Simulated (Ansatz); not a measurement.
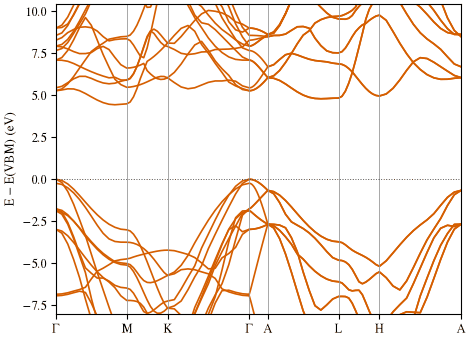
Band structure from plane-wave PAW PBEsol (Ansatz code)

Problem. Read off the gap and where the band edges lie.

Solution. About 4.4 eV (4.44 eV by a search for the band edges); maximum at Γ, minimum on the Γ–M line, 83 % of the way from Γ.

The material is C in space group P6_3/mmc (No. 194; C on 4e, C on 4f).

The workflow started from a Materials Project entry (that database holds measured and hypothetical structures alike). Its sites differ from those of the usual phase in this space group: another stacking or structure type. The PBEsol relaxation kept the symmetry of its start; its stability against distortions is not shown here.

Potentials: the later of the program's two PAW sets.
